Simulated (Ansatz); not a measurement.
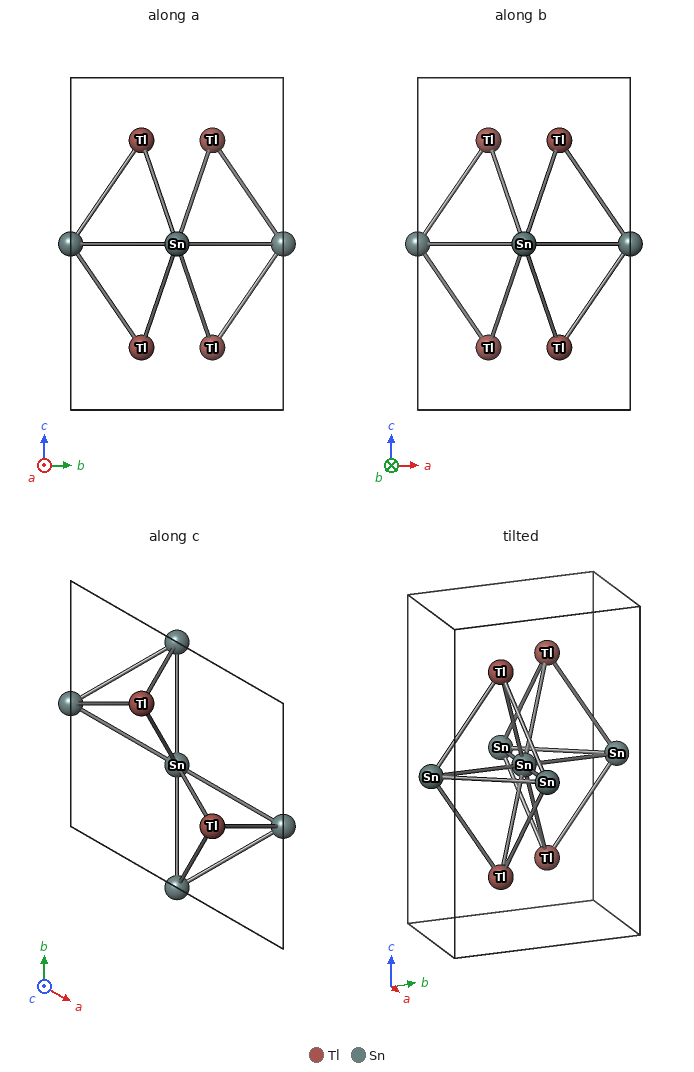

View along the a axis, along the b axis, along the c axis and slightly off an axis, drawn as a ball-and-stick model. The wireframe shows the conventional unit cell.

Lattice parameters: a = 6.3529 Å, b = 6.3529 Å, c = 8.5954 Å, α = 90.000°, β = 90.000°, γ = 120.000°.

Q: Give the structure in the form of a CIF in P1 with every atom of the cell, with free fractional coordinates to two decimals.

A:
```cif
data_structure
_symmetry_space_group_name_H-M 'P 1'
_symmetry_Int_Tables_number 1
_cell_length_a 6.3529
_cell_length_b 6.3529
_cell_length_c 8.5954
_cell_angle_alpha 90.000
_cell_angle_beta 90.000
_cell_angle_gamma 120.000
_cell_volume 300.43
loop_
_atom_site_label
_atom_site_type_symbol
_atom_site_fract_x
_atom_site_fract_y
_atom_site_fract_z
_atom_site_occupancy
Tl1 Tl 0.3333 0.6667 0.81 1
Tl2 Tl 0.3333 0.6667 0.19 1
Tl3 Tl 0.6667 0.3333 0.19 1
Tl4 Tl 0.6667 0.3333 0.81 1
Sn1 Sn 0.50 0.00 0.50 1
Sn2 Sn 0.00 0.50 0.50 1
Sn3 Sn 0.50 0.50 0.50 1
```

The model was built from a random cell made by a generator, so it need not be a real form of the compound. A relaxation with Ansatz, DFT PBE, scalar-relativistic, plane waves, PAW gave the geometry drawn.
